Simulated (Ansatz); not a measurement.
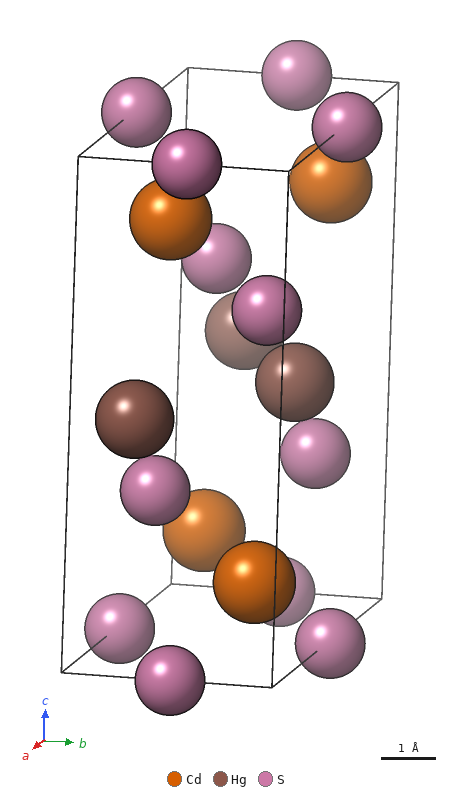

The figure gives a spheres-only picture of the atoms, viewed slightly off an axis. The conventional unit cell is outlined; an atom on or near a face, edge or corner is repeated at each equivalent position.

Cd2HgS3, space group C2 (No. 5), a = 7.246 Å, b = 4.111 Å, c = 9.755 Å, α = 90.00°, β = 96.53°, γ = 90.00°. The initial geometry was a structure type filled with these elements by a generator (whether the compound takes this form wasn't checked). Earlier steps of the study, as a rule a relaxation of our own, may have changed the cell and positions, so they can lie some per cent off the listed ones. It was run through Ansatz as a DFT input.

This one geometry was computed with Ansatz (DFT, plane waves, PAW) at three levels of theory: r2SCAN, PBE and LDA.

### Which level gives the highest pressure at this volume, and what does that say about its equilibrium volume?

Highest: PBE (0.0 GPa), which points to the largest equilibrium volume. Lowest, with the smallest volume: LDA (-5.4 GPa). Levels within 0.5 GPa of each other can't be told apart.

### How does the band gap change with the level of theory?

LDA: a gap of 0.87 eV, indirect; PBE: a gap of 1.04 eV, indirect; r2SCAN: a gap of 1.42 eV, indirect.

### Collect the results in a table.

| level | cutoff (eV) | k-mesh of the run's cell | gap (eV) | pressure (GPa) |
| --- | --- | --- | --- | --- |
| r2SCAN | 500 | 8×8×4 | 1.42 | -1.7 |
| PBE | 420 | 8×8×4 | 1.04 | 0.0 |
| LDA | 420 | 8×8×4 | 0.87 | -5.4 |

Gaps are taken on the k-mesh or band path of each run.
